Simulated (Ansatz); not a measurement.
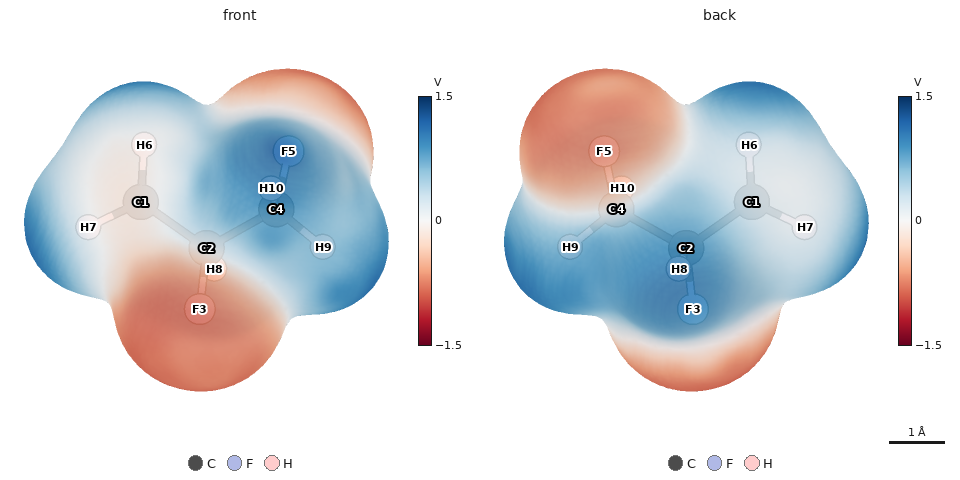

*C3H5F2 (doublet). The electrostatic potential painted on the density surface at 0.002 e/bohr³, seen from the front and from behind; the colour scale runs from red (negative) to blue (positive).*

Geometry: PBE0-D4/def2-TZVP.

Theory: UKS PBE0-D4/def2-TZVPP in Ansatz 0.2.0.

The calculation's input:

```
crystal:
  periodic: [false, false, false]
  atoms:
    - {symbol: C, position_ang: [-0.371606, -0.227828, 1.330302]}
    - {symbol: C, position_ang: [0.261876, -0.519790, 0.034258]}
    - {symbol: F, position_ang: [1.626371, -0.723686, 0.194721]}
    - {symbol: C, position_ang: [0.104901, 0.597762, -0.984948]}
    - {symbol: F, position_ang: [-1.235189, 0.769394, -1.258133]}
    - {symbol: H, position_ang: [-1.311993, 0.305251, 1.359786]}
    - {symbol: H, position_ang: [0.025540, -0.675443, 2.231003]}
    - {symbol: H, position_ang: [-0.144702, -1.445773, -0.403998]}
    - {symbol: H, position_ang: [0.621983, 0.334511, -1.910876]}
    - {symbol: H, position_ang: [0.505920, 1.534501, -0.589115]}
basis:
  gaussian: {orbitals: def2-TZVPP}
magnetization: {spin_polarized: true, initial_magnetization: 1}
hamiltonian: {xc: pbe0, dispersion: d4}
output: {orbitals: {seedname: orbitals}}
```

Run with:

```sh
ansatz run in.yaml --threads 4 --pin off --events-out ev --progress --plain --max-ram 10444MiB
```

Which sites attract a positive test charge, and which a negative one?

A positive charge is drawn to the negative regions and a negative charge to the positive ones. The most negative region (about −0.8 V) lies over F3 and F5, the most positive (about +1.1 V) over H6, H7, H9 and H10.
